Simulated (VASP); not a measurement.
Band structure of LaGa₂ (space group P6/mmm). Computed with LDA (Ceperley-Alder, Perdew-Zunger), VASP's LDA PAW potentials (set 64) (plane waves; VASP).

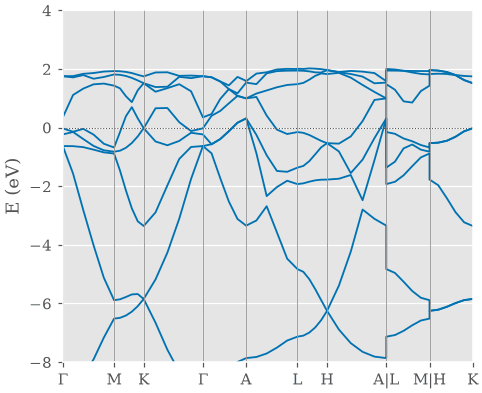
Figure. Bands along high-symmetry lines, zero at the valence-band maximum or, without a gap, the Fermi level

Problem. Read the plot: is there a gap, and where are the band edges?

Solution. It has no gap at this level: it comes out as a metal or semimetal.

The structure comes from a measured LaGa2 entry (P6/mmm) of the Crystallography Open Database, whose conditions weren't checked. The cell was not relaxed at this level. The electron count is odd and the run is not spin-polarised, which forces a metal.
